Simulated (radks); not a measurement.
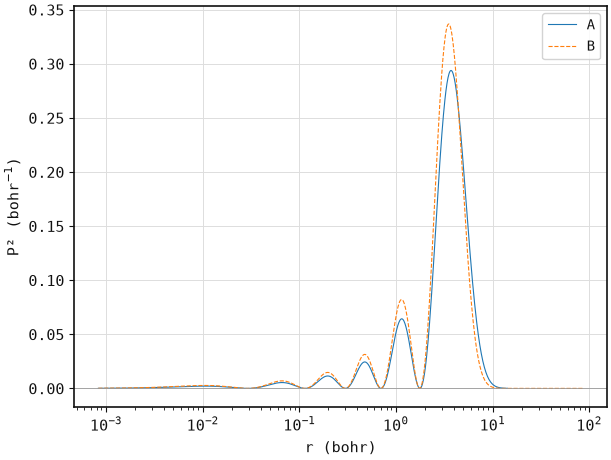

Atomic neodymium (Nd) was computed in two configurations: [Xe] 4f4 6s1 6f1; [Xe] 4f4 6s2. The calculation used the in-house radial solver radks at this level: scalar-relativistic Kohn-Sham, LDA (Slater exchange, Perdew-Wang correlation), spin-unpolarised, spherical densities, point nucleus.

The plot shows P² of the 6s orbital in both runs (large components where relativistic).

### Which curve belongs to which run?

A is [Xe] 4f4 6s2 (⟨r⟩ = 4.38 bohr, eigenvalue −3.63 eV); B is [Xe] 4f4 6s1 6f1 (⟨r⟩ = 4.00 bohr, eigenvalue −7.21 eV). The orbital is smaller where the other electrons screen the nucleus less.
